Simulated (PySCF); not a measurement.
Consider H7O5PSi2 (SMILES O=P(O)(O)O[SiH2]O[SiH3]).

The calculation's input:

```
{"job": {"kind": "nmr", "xc": "PBE0", "basis": "pcSseg-1"}, "charge": 0, "multiplicity": 1}
O     -1.733817    -0.599033     1.144322
P     -1.408767     0.680457     0.493949
O     -1.505027     0.596611    -1.110979
O     -2.317722     1.941889     0.903468
O      0.052072     1.277750     0.741758
Si     1.471226     0.402235     1.042980
O      1.759492    -0.605135    -0.215427
Si     1.169165    -1.722739    -1.306667
H     -1.267122     1.425571    -1.546184
H     -3.123506     1.635378     1.339591
H      1.307014    -0.348387     2.311240
H      2.532887     1.431320     1.109885
H     -0.101595    -2.311370    -0.804465
H      0.949822    -1.047724    -2.618214
H      2.204810    -2.782351    -1.470763
```

Launched as:

```sh
OMP_NUM_THREADS=1 python cluster_run.py task.json out
```

Geometry: PBE0-D3(BJ)/def2-SVP.

All numbers below come from PySCF 2.14.0, PBE0/pcSseg-1, SCF density, gas phase, non-relativistic.

What can the converged electron density and electron localisation function tell about the bonding?

Si–O (1.64 Å): the density is about 1.1 e/Å³ at the midpoint; the ELF peaks at about 0.85 between the atoms: a polar covalent bond.
Si–O (1.67 Å): the density is about 1 e/Å³ at the midpoint; the ELF peaks at about 0.85 between the atoms (a polar covalent bond).

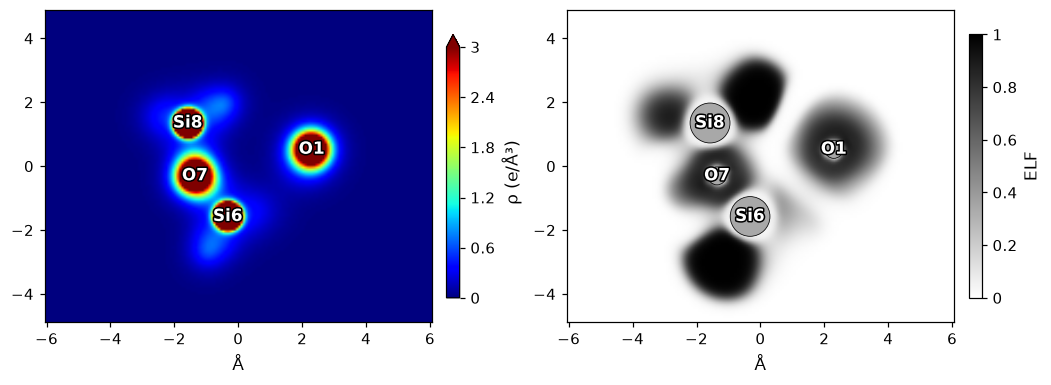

Computed electron density and electron localisation function on the plane of atoms Si6, O7 and Si8, in this order. Grey discs cover the atomic cores in the ELF map. 
